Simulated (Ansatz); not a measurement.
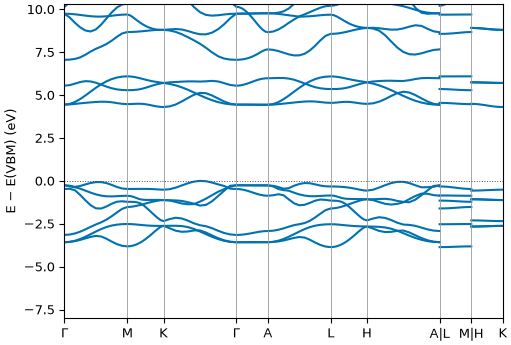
Figure: Band structure from PBE in the plane-wave PAW code Ansatz

Problem. Read off the gap and where the band edges lie.

Solution. About 4.3 eV (4.30 eV by a search for the band edges); maximum on the K–Γ line, 52 % of the way from K, minimum at K.

The material is ZrO₂ (CdI2 type, P-3m1).

The cell is a constructed one: a structure type filled with these elements; neither database checked (COD, Materials Project) lists it. It is not the phase usual at ambient conditions (space group No. 14). Symmetry was held in the PBE relaxation; its stability against distortions is not shown here. No spin polarisation was allowed. A crystal of weakly bound layers computed without a dispersion correction: the cell and the soft elastic constants depend strongly on that. Scalar-relativistic: spin–orbit coupling is off unless named, which matters more the heavier the elements.

Potentials: the later of the program's two PAW sets.
